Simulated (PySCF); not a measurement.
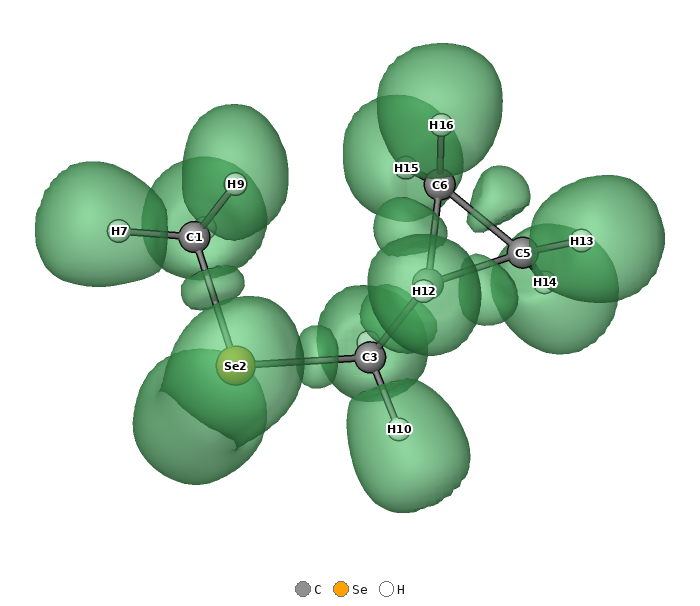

Figure. C5H10Se. Isosurface of the electron localisation function at 0.75 (green), seen at a tilt. Core shells and regions of very low density are left out.

Geometry: GFN2-xTB.

Method: B3LYP/def2-SVPD, SCF density, gas phase (PySCF).

```csv
atom,x (Å),y (Å),z (Å)
C,2.4405,0.3515,0.4230
Se,1.8713,-1.3526,-0.3426
C,-0.0036,-1.3332,0.2847
C,-0.8116,-0.2174,-0.3104
C,-2.1356,0.1299,0.3068
C,-0.9816,1.0767,0.4265
H,3.4956,0.4713,0.1940
H,2.2931,0.3256,1.4999
H,1.8667,1.1574,-0.0260
H,-0.3991,-2.3073,-0.0134
H,0.0189,-1.2765,1.3748
H,-0.7472,-0.1658,-1.3912
H,-2.9545,0.3900,-0.3460
H,-2.4394,-0.4136,1.1889
H,-0.5144,1.1777,1.3950
H,-1.0066,1.9953,-0.1405
```

What do the ELF domains correspond to?

The surface consists of four regions between bonded C–C atoms (shared pairs), two regions between bonded C–Se atoms (shared pairs), ten regions around hydrogen nuclei and one region wrapped around Se (its valence shell).

Values along the shortest contacts:
C–C (1.50 Å): the ELF peaks at about 0.90 between the atoms: localised, covalent bonding. C–Se (1.95 Å): the ELF peaks at about 0.90 between the atoms; a covalent bond.
